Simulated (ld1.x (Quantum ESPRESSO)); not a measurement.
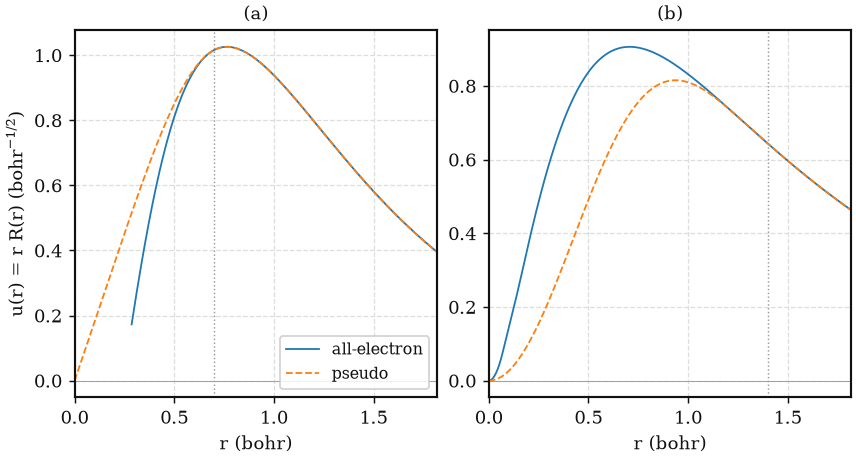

Pseudo-waves (dashed) against the all-electron radial functions (solid). Dotted lines mark the matching radii. The all-electron curves start outside the innermost oscillations, which aren't drawn.

ld1.x (Quantum ESPRESSO) 7.5, PBE, scalar-relativistic. The levels are (a) -29.90 eV, (b) -11.11 eV.

### Which element and which shells are these?

Fluorine (F), core [He], valence 2s2 2p5 (neutral): (a) 2s, (b) 2p.

### Are the pseudo-waves norm-conserving?

No. It is a PAW set: the norm inside the radius is free, and the augmentation charge carries the difference.
